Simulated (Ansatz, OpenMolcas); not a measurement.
How methods differ on CH6ClNSi (SMILES C[SiH](N)Cl)

CH6ClNSi has 10 atoms, charge 0, and is taken as a singlet. As SMILES, `C[SiH](N)Cl`. Geometry: relaxed at PBE0-D4/def2-TZVP. This is one conformer, not always the lowest.

```xyz
10

C    -0.9243    0.9603   -0.4296
Si   -0.0556   -0.6376   -0.0734
N     1.2008   -0.3792    1.0508
Cl    0.5949   -1.3925   -1.9008
H    -1.7200    0.8095   -1.1616
H    -1.3595    1.3697    0.4850
H    -0.2269    1.6943   -0.8414
H    -0.9365   -1.6895    0.4826
H     1.8475    0.3826    0.9176
H     1.6627   -1.1687    1.4738
```

Each level gives the energy change with the Si2–Cl4 bond stretched from 2.081 to 2.394 Å (eV). The values are calculated.

```csv
level,kind,program,value (eV)
BLYP/6-31G* (spherical functions) (restricted),GGA,Ansatz,0.27
r2SCAN/6-31G* (spherical functions) (restricted),meta-GGA,OpenMolcas,0.42
M06-2X/6-31G* (spherical functions) (restricted),hybrid meta-GGA,OpenMolcas,0.48
PBE0/6-31G* (spherical functions) (restricted),global hybrid,OpenMolcas,0.46
r2SCAN0/6-31G* (spherical functions) (restricted),hybrid meta-GGA,Ansatz,0.50
B3LYP/6-31G* (Cartesian functions) (restricted),global hybrid,OpenMolcas,0.38
HSE06/6-31G* (spherical functions) (restricted),range-separated hybrid,Ansatz,0.46
RPA@PBE/6-31G* (spherical functions) (restricted),RPA,Ansatz,0.44
```

The first shape isn't each level's own minimum. The values span 0.27 to 0.50 eV.

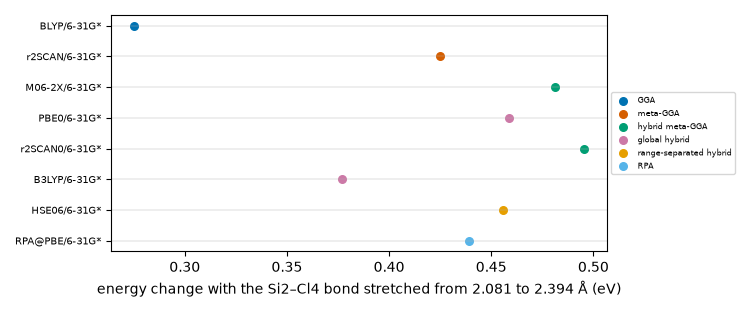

The values of the table, level by level.
